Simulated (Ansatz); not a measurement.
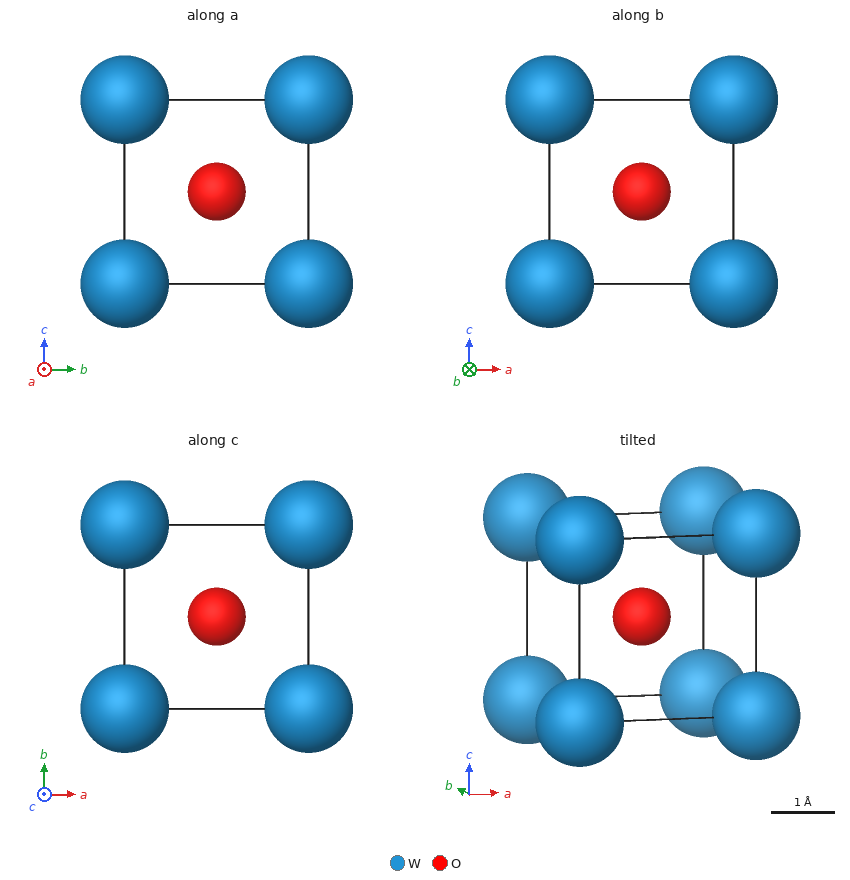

We look at a spheres-only model of the crystal along the a axis, along the b axis, along the c axis and slightly off an axis. One conventional unit cell is framed, with atoms on its boundary repeated.

Lattice parameters: a = 2.953 Å, b = 2.953 Å, c = 2.953 Å, α = 90.00°, β = 90.00°, γ = 90.00°.

Question: Express the structure as a table of Wyckoff sites.

Answer: Space group Pm-3m (No. 221).
```tsv
atom	site	x	y	z
W	1a	0.0000	0.0000	0.0000
O	1b	0.5000	0.5000	0.5000
```

The cell started as a structure type filled with these elements by a generator (whether the compound takes this form wasn't checked). Earlier steps of the study, as a rule a relaxation of our own, may have changed the cell and positions, so they can lie some per cent off the listed ones. It was set up as input for a calculation with Ansatz.
